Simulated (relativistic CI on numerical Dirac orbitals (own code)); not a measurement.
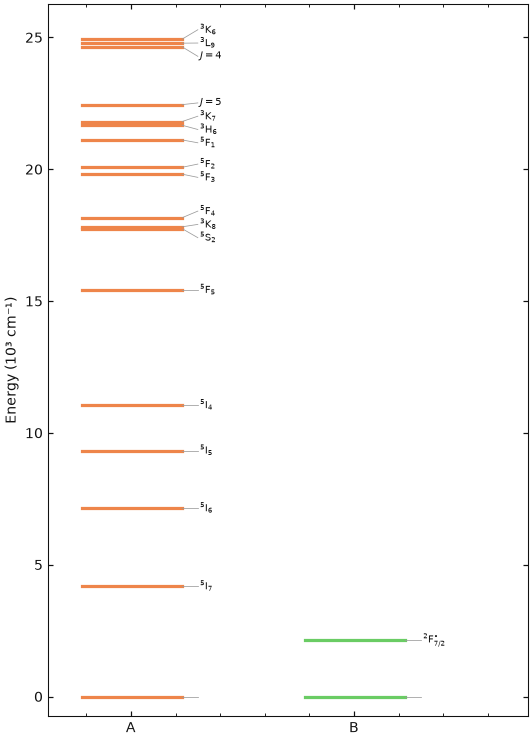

Free-ion levels of two f-shell ions up to 25,000 cm⁻¹ (a Dieke-type diagram), ground labels left off. The ions are Ce³⁺ and Dy²⁺. The calculation used relativistic CI on Dirac orbitals, KLI exchange-only orbitals, Breit term, model QED, valence Slater integrals scaled by 0.85. One f configuration each; labels give the leading LS term, or J alone where it holds under half of the level.

> Which column is which ion, and what are the ground levels?

A is Dy²⁺ (4f¹⁰), ground level ⁵I₈, first excited level ⁵I₇ at 4,180 cm⁻¹, largest gap 4,370 cm⁻¹ from ⁵I₄ to ⁵F₅; B is Ce³⁺ (4f), ground level ²F°₅/₂, first excited level ²F°₇/₂ at 2,140 cm⁻¹.
